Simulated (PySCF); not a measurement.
**C$_{2}$H$_{10}$B$_{3}$NS (SMILES BSBCBNC): density, localisation and related maps**

```xyz
17

B     2.4847    0.8948   -0.1217
S     2.4515   -0.6866    0.6540
B     1.2408   -1.7499   -0.1796
C     0.1249   -1.2283   -1.1262
B    -1.0600   -0.6985   -0.1756
N    -1.0155    0.5947    0.2968
C    -1.9603    1.2566    1.1666
H     1.9447    1.1051   -1.1371
H     3.1176    1.7259    0.4016
H     1.2921   -2.8682    0.1623
H    -0.2556   -2.0192   -1.7701
H     0.4466   -0.4023   -1.7594
H    -1.9499   -1.3942    0.1360
H    -0.2402    1.1995    0.0557
H    -2.7645    0.5673    1.4137
H    -1.4755    1.5781    2.0927
H    -2.3883    2.1372    0.6788
```

Geometry: GFN2-xTB.

Level of theory: PBE0/pcSseg-1, SCF density, gas phase, non-relativistic (PySCF 2.14.0).

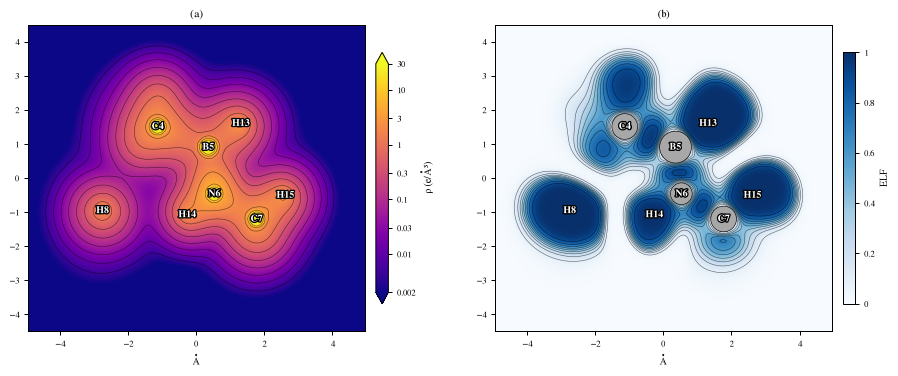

Figure 1. (a) total electron density; (b) electron localisation function on the plane of atoms B5, N6 and H14. Grey discs cover the atomic cores in the ELF map.

Question: What does the map show?

Answer:
- The plane passes through C, B, N and H nuclei.
- B–N (1.38 Å): ρ is about 2 e/Å³ halfway; the ELF peaks at about 0.95 between the atoms: a polar covalent bond.
- C–N (1.44 Å): the density is about 1.9 e/Å³ at the midpoint; the ELF peaks at about 0.95 between the atoms: a covalent bond.
- N–H (1.01 Å): the density is about 2.9 e/Å³ at the midpoint; the ELF climbs to about 1 towards the hydrogen, as it does in any bond to H; an ordinary covalent bond to hydrogen.
- C–B (1.61 Å): the density is about 1.2 e/Å³ at the midpoint; the ELF peaks at about 0.95 between the atoms: a covalent bond.

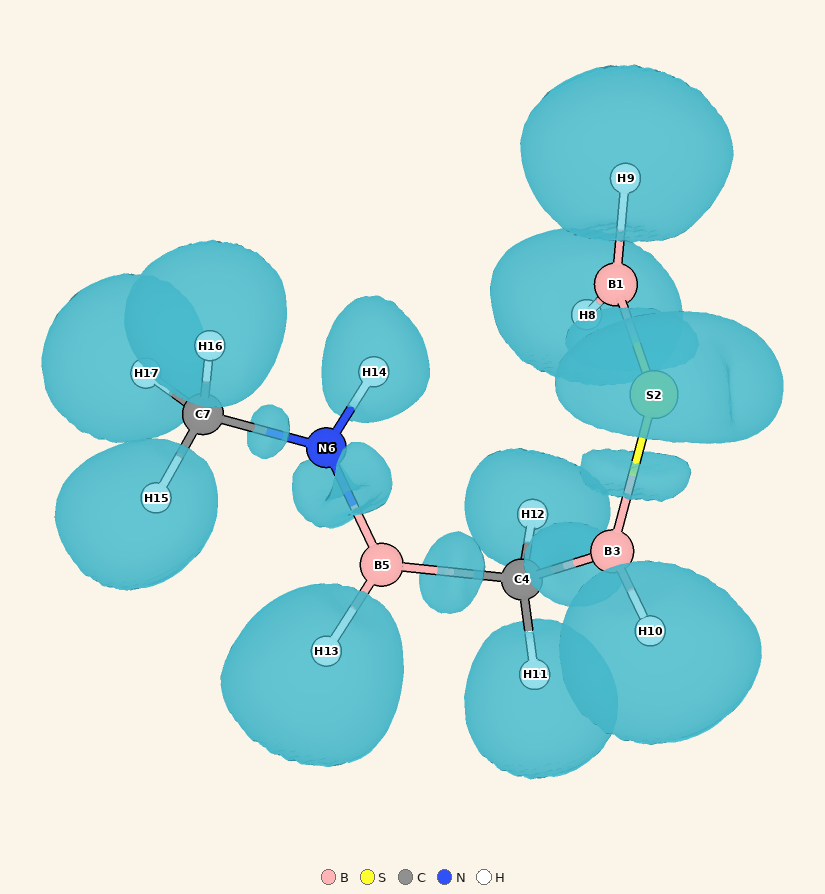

Figure 2. Isosurface of the electron localisation function at 0.85 (cyan), seen across its widest extent. Core shells and regions of very low density are left out.

Question: What do the ELF domains correspond to?

Answer: The surface consists of two regions between bonded B–C atoms (shared pairs), one region between bonded B–N atoms (shared pairs), two regions between bonded B–S atoms (shared pairs), one region between bonded C–N atoms (shared pairs), ten regions around hydrogen nuclei and one lobe on S, pointing away from the bonds (lone pairs, which may merge into one lobe).

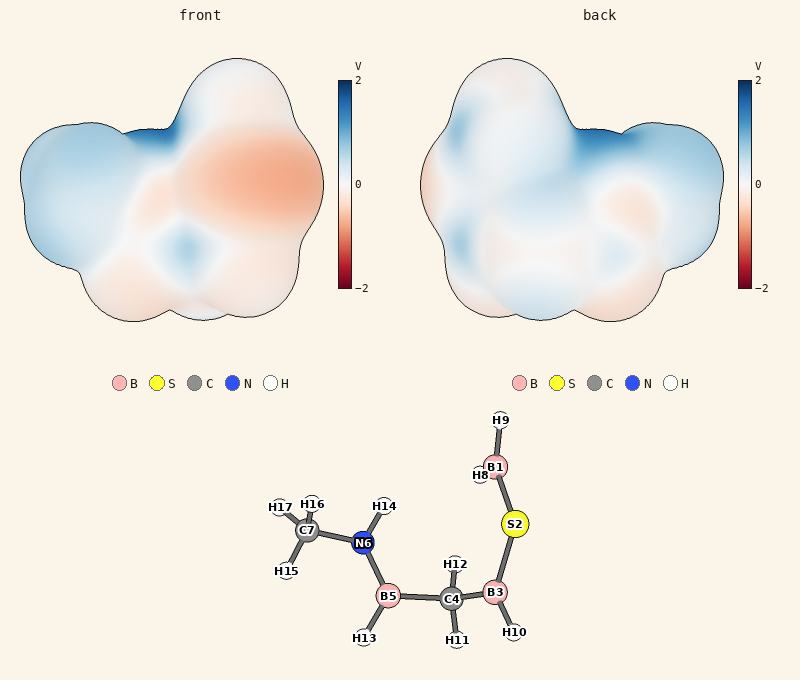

Figure 3. The molecular electrostatic potential painted on the density surface at 0.001 e/bohr³, seen from the front and from behind; the colour scale runs from red (negative) to blue (positive). The bare structure is drawn below in the same view.

Question: Where is the surface potential most negative and most positive?

Answer: The most negative region (about −0.7 V, or −16 kcal/mol for a unit charge) lies over S2, the most positive (about +1.5 V, or +35 kcal/mol for a unit charge) over B1 and H14.

Question: How polar is the molecule by this calculation?

Answer: Its dipole moment is 2.20 D.
